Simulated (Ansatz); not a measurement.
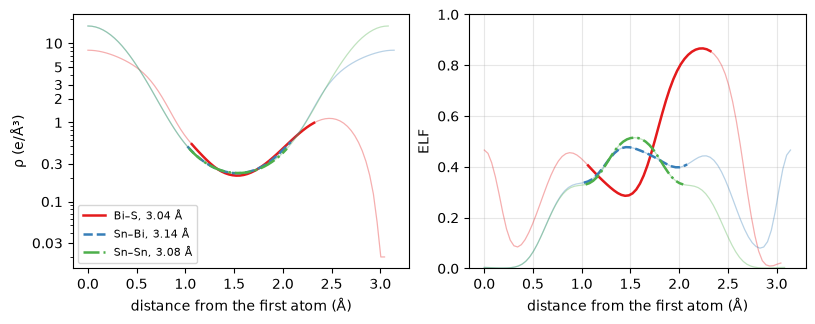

Sn$_{2}$Bi$_{2}$S. Valence electron density and electron localisation function along straight lines between neighbouring atoms. Thin, pale parts lie inside the atomic spheres.

Space group P-3m1; a structure generated by program, which may or may not match a known phase.

Computed with DFT PBE, scalar-relativistic, plane waves, PAW in Ansatz.

In a PAW calculation such maps are meaningful between the atoms, not at the nuclei.

Q: Compare the contacts.

A: Bi–S (3.04 Å): ρ at the midpoint is about 0.21 e/Å³; the ELF peaks at about 0.85 in the valence shell of S, 0.8 Å from its nucleus, and drops to about 0.30 between the two atoms.
Sn–Bi (3.14 Å): ρ is about 0.23 e/Å³ halfway; the ELF is about 0.45 at the midpoint.
Sn–Sn (3.08 Å): ρ at the midpoint is about 0.23 e/Å³; the ELF reaches about 0.50 near the midpoint.
